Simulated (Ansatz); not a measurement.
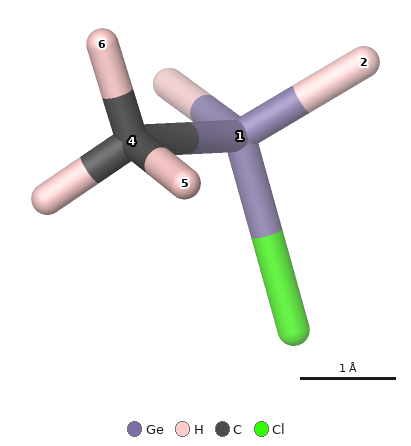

Fig. 1: The starting structure (stick view, seen at an oblique angle; atoms are numbered from 1 in the order of the input). Sticks mark near contacts.

**Nudged elastic band of CH₅ClGe**

- system: CH₅ClGe
- method: RKS PBE0-D4/def2-SVP (Ansatz 0.2.0)

It belongs to a series of runs on one base structure; here: band between the two ends. Figures and captions count atoms from 1; the log counts them from 0 in places.

**Input**
```yaml
crystal:
  periodic: [false, false, false]
  atoms:
    - { symbol: Ge, position_ang: [0.186847, 0.06536, 0.163383] }
    - { symbol: H, position_ang: [-0.048061, -0.121523, 1.671675] }
    - { symbol: H, position_ang: [1.689967, 0.152698, -0.14957] }
    - { symbol: C, position_ang: [-0.807868, 1.565344, -0.560837] }
    - { symbol: H, position_ang: [-1.880812, 1.436739, -0.360857] }
    - { symbol: H, position_ang: [-0.467855, 2.503415, -0.096676] }
    - { symbol: H, position_ang: [-0.654631, 1.628775, -1.647243] }
    - { symbol: Cl, position_ang: [-0.543887, -1.737108, -0.805274] }
basis:
  gaussian: { orbitals: def2-SVP }
hamiltonian:
  xc: pbe0
  dispersion: d4
neb:
  order_check: false
  images: 5
  f_tol: 0.05
  max_iterations: 60
  final_atoms:
    - { symbol: Ge, position_ang: [-1.06407713, -0.14456006, 0.5819352] }
    - { symbol: H, position_ang: [1.61439481, -0.00742776, 1.13121834] }
    - { symbol: H, position_ang: [1.72248607, 0.41398742, 0.5038766] }
    - { symbol: C, position_ang: [-0.94532636, 1.47976079, -0.56207531] }
    - { symbol: H, position_ang: [-1.94566087, 1.62604822, -1.0083112] }
    - { symbol: H, position_ang: [-0.69928995, 2.37647916, 0.02788423] }
    - { symbol: H, position_ang: [-0.23127177, 1.36114833, -1.39059582] }
    - { symbol: Cl, position_ang: [-0.97755479, -1.6117361, -1.06933105] }
  initial_path:
    images:
      - { positions_ang: [[0.186847, 0.06536, 0.163383], [-0.048061, -0.121523, 1.671675], [1.689967, 0.152698, -0.14957], [-0.807868, 1.565344, -0.560837], [-1.880812, 1.436739, -0.360857], [-0.467855, 2.503415, -0.096676], [-0.654631, 1.628775, -1.647243], [-0.543887, -1.737108, -0.805274]] }
      - { positions_ang: [[0.12423903, 0.04368095, 0.10970898], [0.32950179, -0.07921545, 1.57273104], [1.68075518, 0.10109427, 0.08243557], [-0.84617713, 1.57649227, -0.59208003], [-1.91318569, 1.40697422, -0.53730349], [-0.61065479, 2.46508455, -0.02277271], [-0.5754923, 1.74170588, -1.6219403], [-0.71528609, -1.7621167, -0.77617807]] }
      - { positions_ang: [[0.06163106, 0.02200189, 0.05603497], [0.70706458, -0.03690789, 1.47378708], [1.67154336, 0.04949055, 0.31444115], [-0.88448626, 1.58764053, -0.62332306], [-1.94555939, 1.37720945, -0.71374997], [-0.75345457, 2.42675411, 0.05113058], [-0.49635361, 1.85463675, -1.59663761], [-0.88668517, -1.78712539, -0.74708214]] }
      - { positions_ang: [[-0.00097691, 0.00032284, 0.00236095], [1.08462737, 0.00539966, 1.37484312], [1.66233154, -0.00211318, 0.54644672], [-0.9227954, 1.5987888, -0.65456609], [-1.97793308, 1.34744467, -0.89019646], [-0.89625436, 2.38842366, 0.12503387], [-0.41721491, 1.96756763, -1.57133491], [-1.05808426, -1.81213409, -0.71798621]] }
      - { positions_ang: [[-0.35534365, -0.04797146, 0.19555237], [1.26121652, 0.00112385, 1.29363486], [1.68238305, 0.13658702, 0.53225668], [-0.93030572, 1.5591128, -0.62373583], [-1.96717568, 1.44031252, -0.92956804], [-0.83059956, 2.38444216, 0.09265066], [-0.35523386, 1.76542786, -1.51108855], [-1.0312411, -1.74533476, -0.83510116]] }
      - { positions_ang: [[-0.70971039, -0.09626576, 0.38874378], [1.43780566, -0.00315195, 1.2124266], [1.70243456, 0.27528722, 0.51806664], [-0.93781604, 1.51943679, -0.59290557], [-1.95641828, 1.53318037, -0.96893962], [-0.76494475, 2.38046066, 0.06026745], [-0.29325282, 1.5632881, -1.45084218], [-1.00439795, -1.67853543, -0.9522161]] }
      - { positions_ang: [[-1.06407713, -0.14456006, 0.5819352], [1.61439481, -0.00742776, 1.13121834], [1.72248607, 0.41398742, 0.5038766], [-0.94532636, 1.47976079, -0.56207531], [-1.94566087, 1.62604822, -1.0083112], [-0.69928995, 2.37647916, 0.02788423], [-0.23127177, 1.36114833, -1.39059582], [-0.97755479, -1.6117361, -1.06933105]] }
```

Machine: 2 threads of Arm Neoverse V2, 24 GiB of memory available, shared host.

Command:
```bash
ansatz run input.yaml --threads 2 --pin off --max-ram 3072MiB --backend cpu --events-out ev --progress --plain --runs-dir out
```

**Output**
```
Engine: ansatz 0.2.0, aarch64-unknown-linux-gnu
Functional definition: PBE0
  parameter a = 0.25
  parameter kappa = 0.804
  parameter beta = 0.06672455060314922
  exchange = (1 - a)*pbe_x(kappa = kappa, mu = beta*pi^2/3) + a*exact_x
  correlation = pbe_c(beta = beta)
943 factors; integrals over basis functions are off by at most 3.8e-4 eV
mean field evaluation 1: about -70132.3264 eV, gradient 4.2e1 eV
mean field evaluation 2: about -70130.6770 eV, gradient 4.7e1 eV
mean field evaluation 4: about -70136.2509 eV, gradient 7.7e-1 eV
mean field evaluation 8: about -70136.2597 eV, gradient 2.1e-2 eV
mean field -70136.25972403 eV, -2577.4600047939 hartree, gradient 2.9e-5 eV, S^2 0.000000; 0 other end points of the search recorded, 0 dependent functions left out
the calculation of the forces begins
reference -70136.25974912 eV, -2577.4600057157 hartree; 30, 30 occupied and 59, 59 virtual orbitals, 943 factors
945 factors; integrals over basis functions are off by at most 4.9e-4 eV
mean field evaluation 16: about -70126.2681 eV, gradient 5.5e1 eV
mean field -70134.85085043 eV, -2577.4082296441 hartree, gradient 8.4e-6 eV, S^2 0.000000; 0 other end points of the search recorded, 0 dependent functions left out
[... from here on the field's lines of each further geometry are left out, up to the last ...]
NEB iter   1: max|band force component| = 3.481e0 eV/Å  barrier→ = 4.2287 eV  barrier← = 2.8318 eV  Δτ_max = 0.2000 Å  (180 SCF iters)
NEB iter   2: max|band force component| = 2.731e0 eV/Å  barrier→ = 3.2210 eV  barrier← = 1.8241 eV  Δτ_max = 0.2000 Å  (141 SCF iters)
NEB iter   3: max|band force component| = 1.805e0 eV/Å  barrier→ = 2.2544 eV  barrier← = 0.8574 eV  Δτ_max = 0.2000 Å  (134 SCF iters)
NEB iter   4: max|band force component| = 9.354e-1 eV/Å  barrier→ = 2.4100 eV  barrier← = 1.0130 eV  Δτ_max = 0.1491 Å  (137 SCF iters)
NEB iter   5: max|band force component| = 1.592e0 eV/Å  barrier→ = 2.2618 eV  barrier← = 0.8649 eV  CI = image 3  Δτ_max = 0.1913 Å  (128 SCF iters)
NEB iter   6: max|band force component| = 6.883e-1 eV/Å  barrier→ = 2.6756 eV  barrier← = 1.2787 eV  CI = image 3  Δτ_max = 0.0802 Å  (132 SCF iters)
NEB iter   7: max|band force component| = 2.409e-1 eV/Å  barrier→ = 2.6474 eV  barrier← = 1.2505 eV  CI = image 3  Δτ_max = 0.0536 Å  (127 SCF iters)
NEB iter   8: max|band force component| = 7.992e-2 eV/Å  barrier→ = 2.6370 eV  barrier← = 1.2401 eV  CI = image 3  Δτ_max = 0.1842 Å  (123 SCF iters)
NEB iter   9: max|band force component| = 2.309e-1 eV/Å  barrier→ = 2.6265 eV  barrier← = 1.2295 eV  CI = image 3  Δτ_max = 0.0924 Å  (132 SCF iters)
NEB iter  10: max|band force component| = 1.782e-1 eV/Å  barrier→ = 2.6214 eV  barrier← = 1.2244 eV  CI = image 3  Δτ_max = 0.0514 Å  (121 SCF iters)
NEB iter  11: max|band force component| = 1.183e-1 eV/Å  barrier→ = 2.6181 eV  barrier← = 1.2211 eV  CI = image 3  Δτ_max = 0.0207 Å  (120 SCF iters)
NEB iter  12: max|band force component| = 7.693e-2 eV/Å  barrier→ = 2.6173 eV  barrier← = 1.2204 eV  CI = image 3  Δτ_max = 0.0100 Å  (120 SCF iters)
the calculation of the forces begins
reference -70134.84058695 eV, -2577.4078524679 hartree; 30, 30 occupied and 59, 59 virtual orbitals, 946 factors
945 factors; integrals over basis functions are off by at most 1.2e-3 eV
mean field -70133.63972544 eV, -2577.3637216216 hartree, gradient 2.1e-5 eV, S^2 0.000000; 1 other end points of the search recorded, 0 dependent functions left out
the calculation of the forces begins
reference -70133.63974958 eV, -2577.3637225087 hartree; 30, 30 occupied and 59, 59 virtual orbitals, 945 factors
NEB iter  13: max|band force component| = 2.827e-2 eV/Å  barrier→ = 2.6173 eV  barrier← = 1.2203 eV  CI = image 3  Δτ_max = 0.0000 Å  (241 SCF iters)
```

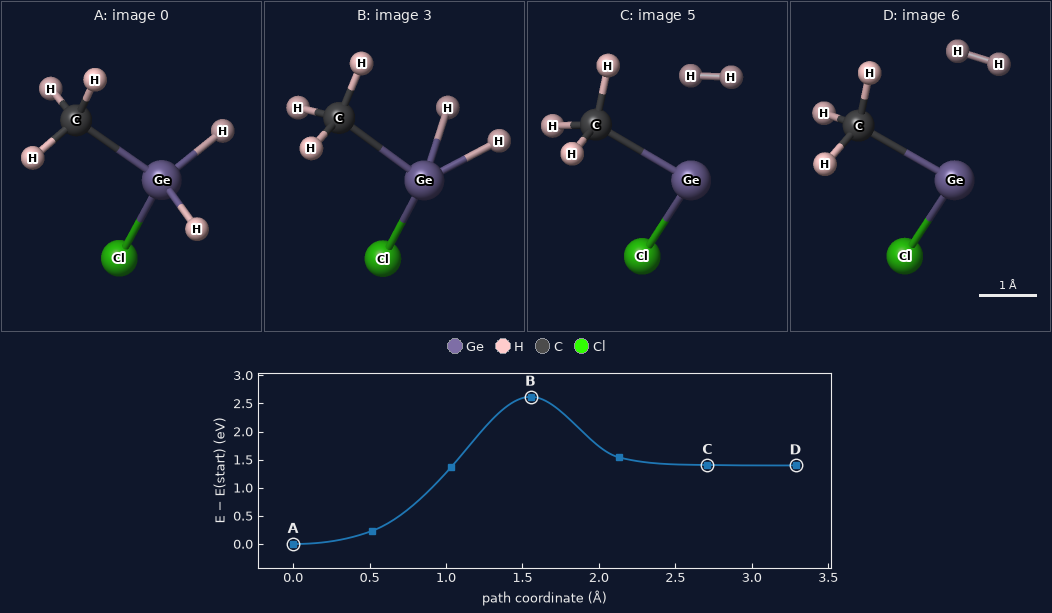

Fig. 2: Images of the last band (counted from 0; ball-and-stick, seen at a tilt) above the energy along the path; the line is a cubic interpolation that uses the forces. The highest image is number 3, 2.617 eV above the start and 1.220 eV above the end (the climbing image); the end lies 1.397 eV above the start. The path is 3.29 Å long. The band converged in 13 iterations.

```
Total energy: -70133.76546031 eV, -2577.3683422928 hartree
Atom 0 at    -0.436256    -0.069328     0.432599 Å, force     0.026127     0.001626     0.001664 eV/Å
Atom 1 at     0.821222    -0.072514     1.357631 Å, force    -0.019071     0.003254    -0.014844 eV/Å
Atom 2 at     1.270540     0.309875     0.234525 Å, force    -0.006444    -0.005131     0.002173 eV/Å
Atom 3 at    -0.876802     1.550552    -0.587551 Å, force     0.008650     0.000334     0.005959 eV/Å
Atom 4 at    -1.969697     1.650823    -0.614065 Å, force    -0.006311     0.000100    -0.001283 eV/Å
Atom 5 at    -0.445406     2.422907    -0.076523 Å, force    -0.001713    -0.004755     0.002526 eV/Å
Atom 6 at    -0.485281     1.483147    -1.609650 Å, force    -0.000959    -0.003351    -0.001834 eV/Å
Atom 7 at    -0.404621    -1.781761    -0.922365 Å, force    -0.000279     0.007923     0.005639 eV/Å
Dipole moment:    -0.025503     0.499133     0.160685 e Å
this run last wrote the band of iteration 13 to [file]
```

**The last band as extended XYZ (Å, eV, eV/Å)**
```
8
Properties=species:S:1:pos:R:3:forces:R:3 image=0 energy=-70136.38270
Ge    0.1868    0.0654    0.1634   -0.0009   0.0012  -0.0014
H    -0.0481   -0.1215    1.6717   -0.0004   0.0008  -0.0012
H     1.6900    0.1527   -0.1496   -0.0003  -0.0001   0.0000
C    -0.8079    1.5653   -0.5608   -0.0009  -0.0018  -0.0004
H    -1.8808    1.4367   -0.3609    0.0006  -0.0002   0.0002
H    -0.4679    2.5034   -0.0967    0.0009  -0.0003   0.0008
H    -0.6546    1.6288   -1.6472    0.0006  -0.0006   0.0013
Cl   -0.5439   -1.7371   -0.8053    0.0004   0.0011   0.0006
8
Properties=species:S:1:pos:R:3:forces:R:3 image=1 energy=-70136.14773
Ge    0.0561    0.0395    0.2245    0.4962   0.1059  -0.1763
H     0.2413   -0.1990    1.7239   -0.7257  -0.0767   0.2631
H     1.5163    0.2976   -0.1204    0.4158  -0.0234  -0.4129
C    -0.8693    1.5552   -0.5621    0.0445  -0.0331   0.0432
H    -1.9660    1.5931   -0.5508    0.0213  -0.1780   0.1582
H    -0.4569    2.4586   -0.0891   -0.0642   0.0702  -0.0094
H    -0.5228    1.5297   -1.6066   -0.1027   0.1020  -0.0184
Cl   -0.5249   -1.7810   -0.8049   -0.0852   0.0331   0.1525
8
Properties=species:S:1:pos:R:3:forces:R:3 image=2 energy=-70135.01040
Ge   -0.1568   -0.0011    0.3023    1.8023   0.4005  -0.8649
H     0.5821   -0.1477    1.6083   -1.4171  -0.5120   1.5094
H     1.3375    0.3280    0.0564    0.4627   0.1609  -1.2075
C    -0.9006    1.5551   -0.5807   -0.1820   0.0051   0.1135
H    -1.9876    1.6535   -0.6183   -0.1734  -0.0268   0.0804
H    -0.4466    2.4290   -0.0915   -0.0792   0.0319   0.0001
H    -0.4923    1.4769   -1.6013   -0.1298   0.0233   0.0988
Cl   -0.4620   -1.8001   -0.8605   -0.2835  -0.0829   0.2701
8
Properties=species:S:1:pos:R:3:forces:R:3 image=3 energy=-70133.76544
Ge   -0.4363   -0.0693    0.4326    0.0261   0.0016   0.0017
H     0.8212   -0.0725    1.3576   -0.0191   0.0033  -0.0148
H     1.2705    0.3099    0.2345   -0.0064  -0.0051   0.0022
C    -0.8768    1.5506   -0.5876    0.0086   0.0003   0.0060
H    -1.9697    1.6508   -0.6141   -0.0063   0.0001  -0.0013
H    -0.4454    2.4229   -0.0765   -0.0017  -0.0048   0.0025
H    -0.4853    1.4831   -1.6097   -0.0010  -0.0034  -0.0018
Cl   -0.4046   -1.7818   -0.9224   -0.0003   0.0079   0.0056
8
Properties=species:S:1:pos:R:3:forces:R:3 image=4 energy=-70134.84158
Ge   -0.7910   -0.1366    0.5360   -0.5310  -0.0919   0.1536
H     1.0986    0.0219    1.1458    0.4003   0.1567  -0.2848
H     1.3350    0.2678    0.4298    0.0994  -0.0400   0.2987
C    -0.8741    1.5162   -0.5858    0.0004  -0.0865  -0.0019
H    -1.9611    1.6994   -0.6516    0.0049   0.0575  -0.0824
H    -0.4355    2.3814   -0.0611   -0.0048  -0.0558   0.0148
H    -0.4698    1.4479   -1.6046    0.0325  -0.0537  -0.0029
Cl   -0.4284   -1.7043   -0.9939   -0.0017   0.1137  -0.0951
8
Properties=species:S:1:pos:R:3:forces:R:3 image=5 energy=-70134.97818
Ge   -1.0018   -0.1563    0.5537   -0.0173   0.0009  -0.0057
H     1.4030    0.1145    1.1931    0.0250   0.0096   0.0042
H     1.5711    0.2712    0.4630    0.0211  -0.0013   0.0048
C    -0.9359    1.4828   -0.5778   -0.0081  -0.0092   0.0030
H    -1.9875    1.7232   -0.8199    0.0016   0.0003  -0.0157
H    -0.5288    2.3380   -0.0144   -0.0097  -0.0044   0.0067
H    -0.3897    1.3516   -1.5226    0.0056  -0.0059   0.0080
Cl   -0.6567   -1.6313   -1.0605   -0.0182   0.0099  -0.0052
8
Properties=species:S:1:pos:R:3:forces:R:3 image=6 energy=-70134.98577
Ge   -1.0641   -0.1446    0.5819    0.0033   0.0012   0.0010
H     1.6144   -0.0074    1.1312   -0.0044   0.0019   0.0023
H     1.7225    0.4140    0.5039    0.0027  -0.0034  -0.0023
C    -0.9453    1.4798   -0.5621    0.0065  -0.0002   0.0061
H    -1.9457    1.6260   -1.0083    0.0003   0.0015  -0.0055
H    -0.6993    2.3765    0.0279   -0.0033  -0.0032   0.0035
H    -0.2313    1.3611   -1.3906   -0.0063  -0.0009  -0.0060
Cl   -0.9776   -1.6117   -1.0693    0.0012   0.0030   0.0009
```

**Summary**

```csv
quantity,value
outcome,converged
"barrier, forward",2.617 eV
"barrier, backward",1.220 eV
wall time,2.1 min (CPU time 4 min)
peak memory,0.2 GiB
```

**Notes**

The order of the saddle point was not checked.
